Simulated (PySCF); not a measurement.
# C$_{5}$H$_{12}$Si$_{2}$ (SMILES C#CCC(C)([SiH3])[SiH3]): what the fields show

```
atom    x (Å)    y (Å)    z (Å)
   C   2.3582   1.8911  -0.9555
   C   1.8546   1.0199  -0.3071
   C   1.2294  -0.0143   0.4896
   C  -0.2697  -0.1858   0.1770
   C  -0.9901   1.1329   0.4690
  Si  -0.5077  -0.6473  -1.6646
  Si  -0.9644  -1.5489   1.3253
   H   2.8077   2.6466  -1.5277
   H   1.3614   0.2459   1.5468
   H   1.7580  -0.9560   0.3104
   H  -0.8744   1.4196   1.5156
   H  -2.0551   1.0508   0.2582
   H  -0.5837   1.9386  -0.1425
   H  -0.1011   0.4600  -2.5292
   H   0.2976  -1.8319  -1.9706
   H  -1.9245  -0.9420  -1.8956
   H  -0.7468  -1.1446   2.7191
   H  -0.2608  -2.8099   1.0833
   H  -2.3981  -1.7154   1.0909
```

Geometry: GFN2-xTB.

The calculation used PBE0/def2-SVPD, SCF density, gas phase (PySCF).

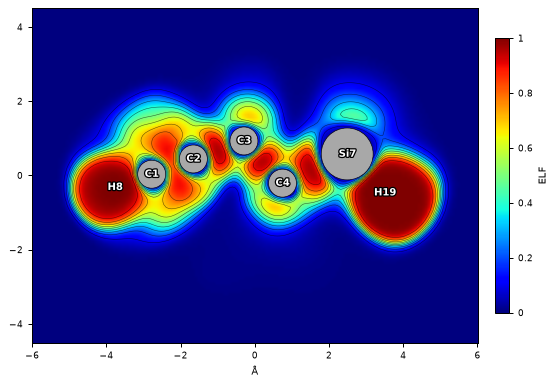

Figure 1. Electron localisation function on the plane of atoms C4, Si7 and H19. Grey discs cover the atomic cores.

**Interpret the plot.**

- The plane passes through C, Si and H nuclei.
- C–C (1.20 Å): the ELF peaks at about 0.80 between the atoms; a short, multiple covalent bond.
- C–Si (1.91 Å): the ELF peaks at about 0.95 between the atoms (a covalent bond).
- C–H (1.05 Å): the ELF climbs to about 1 towards the hydrogen, as it does in any bond to H: a covalent bond by its length.
- Si–H (1.46 Å): the ELF climbs to about 1 towards the hydrogen.

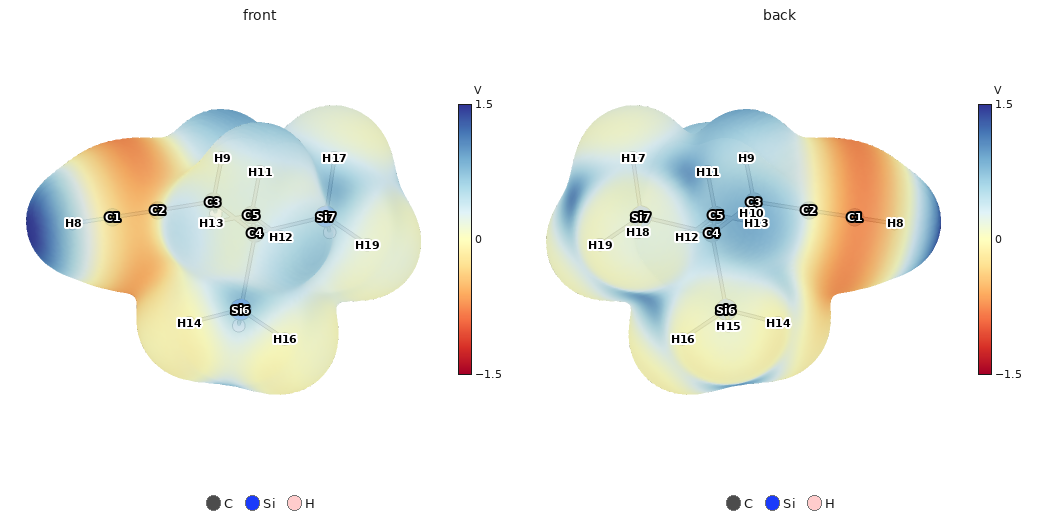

Figure 2. The molecular electrostatic potential painted on the density surface at 0.002 e/bohr³, seen from the front and from behind; red is negative and blue positive.

**Describe the electrostatic potential map.**

The most negative region (about −0.8 V) lies over C1 and C2, the most positive (about +1.4 V) over H8.
